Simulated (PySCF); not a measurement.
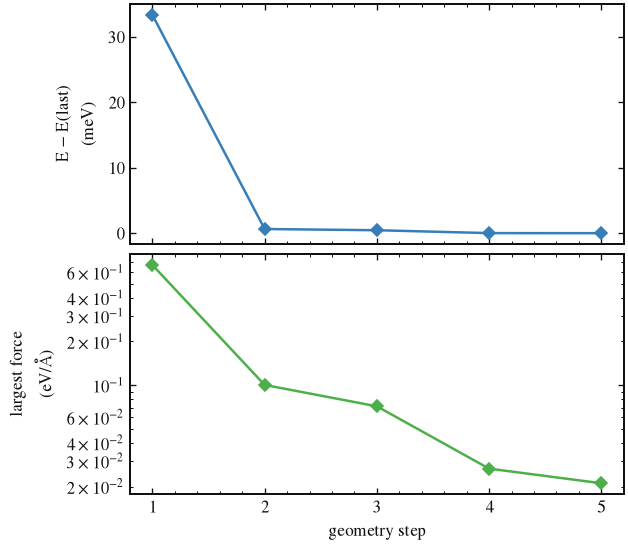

History of a geometry optimisation.

The run: C6H3ClSSe (SMILES Clc1cc2sccc2[se]1), by PBE0-D3(BJ)/def2-SVP, geometry optimisation (PySCF 2.14.0, density fitting).

Question: How did the optimisation end?

Answer: The optimisation met its thresholds at geometry 5, counting the start as the first. The energy fell by about 33 meV from the first step to the last. The largest force goes from about 0.67 eV/Å at the start to 0.021 eV/Å at the end.
